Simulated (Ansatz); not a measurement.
## Electronic structure of BClGeH$_{4}$ (SMILES [BH2][GeH2][Cl]) in real space

Input file:

```
crystal:
  periodic: [false, false, false]
  atoms:
    - {symbol: B, position_ang: [-1.048285, -0.055985, -0.738103]}
    - {symbol: Ge, position_ang: [0.614229, -0.122182, 0.465330]}
    - {symbol: Cl, position_ang: [1.648221, 1.783827, 0.469764]}
    - {symbol: H, position_ang: [-1.720651, -1.037663, -0.843436]}
    - {symbol: H, position_ang: [-1.352414, 0.933573, -1.327487]}
    - {symbol: H, position_ang: [0.269785, -0.412697, 1.937311]}
    - {symbol: H, position_ang: [1.650415, -1.156972, -0.009180]}
basis:
  gaussian: {orbitals: def2-TZVPP}
hamiltonian: {xc: pbe0, dispersion: d4}
output: {orbitals: {seedname: orbitals}}
```

Launched as:

```sh
ansatz run in.yaml --threads 2 --pin off --events-out ev --progress --plain --max-ram 4352MiB
```

Geometry: PBE0-D4/def2-TZVP.

Theory: Ansatz, RKS PBE0-D4/def2-TZVPP.

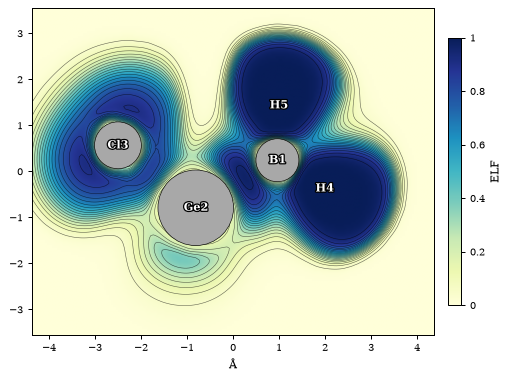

Figure 1. ELF on the plane of atoms B1, Ge2 and Cl3. Grey discs cover the atomic cores.

Question: Interpret the plot.

Answer: The plane passes through B, Ge, Cl and H nuclei.
Ge–B (2.05 Å): the ELF peaks at about 0.95 between the atoms, as expected for localised, covalent bonding.
Ge–Cl (2.17 Å): the ELF peaks at about 0.85 in the valence shell of Cl, 0.9 Å from its nucleus, and is about 0.70 at the midpoint.
B–H (1.19 Å): the ELF climbs to about 1 towards the hydrogen, as it does in any bond to H (an ordinary covalent bond to hydrogen).
The ELF also peaks beside Cl3, away from the bonds: lone-pair regions.

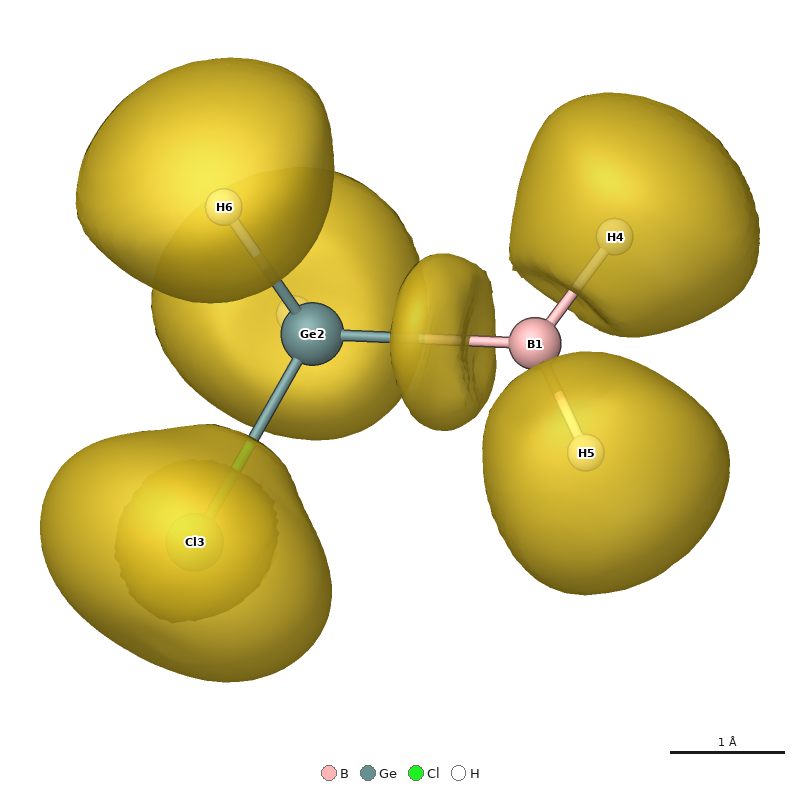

Figure 2. Isosurface of the electron localisation function at 0.75 (yellow), seen at a tilt. Only the valence region is drawn (cores and ρ < 0.01 e/Å³ removed).

Question: What do the ELF domains correspond to?

Answer: The surface consists of one region between bonded B–Ge atoms (shared pairs), four regions around hydrogen nuclei and one region wrapped around Cl (its valence shell).

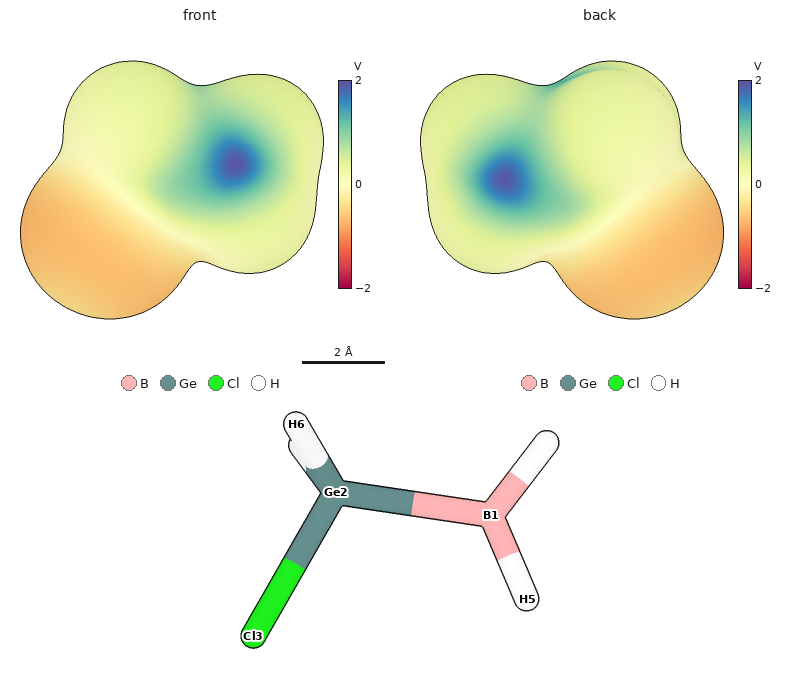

Figure 3. The molecular electrostatic potential painted on the density surface at 0.001 e/bohr³, seen from the front and from behind; red is negative and blue positive. The bare structure is drawn below in the same view.

Question: Where is the surface potential most negative and most positive?

Answer: The most negative region (about −0.7 V) lies over Cl3, the most positive (about +1.8 V) over B1.
